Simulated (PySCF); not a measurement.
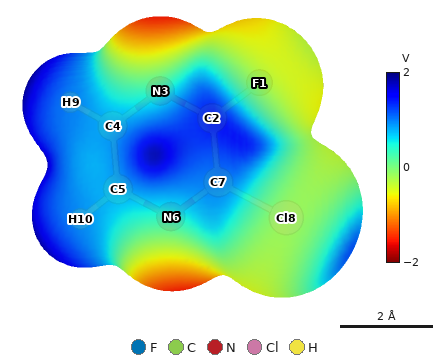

Figure 1: C4H2ClFN2 (SMILES Fc1nccnc1Cl). The electrostatic potential painted on the density surface at 0.004 e/bohr³, seen at a tilt; red is negative and blue positive.

Geometry: GFN2-xTB.

Theory: PySCF, PBE0/pcSseg-1, SCF density, gas phase, non-relativistic.

```xyz
10

F     2.1347    1.4659    0.1790
C     1.0235    0.7423    0.0905
N    -0.1119    1.3776    0.2242
C    -1.2308    0.6664    0.1387
C    -1.1888   -0.6999   -0.0842
N    -0.0342   -1.3400   -0.2193
C     1.0793   -0.6432   -0.1359
Cl    2.5656   -1.4719   -0.3097
H    -2.1520    1.2176    0.2533
H    -2.0766   -1.3101   -0.1591
```

**Where is the surface potential most negative and most positive?**

The most negative region (about −1.5 V) lies over N3 and N6, the most positive (about +1.9 V) over H9 and H10. Cl8 shows a σ-hole: about +1.2 V at the tip opposite its bond, against about −0.3 V on its flanks.
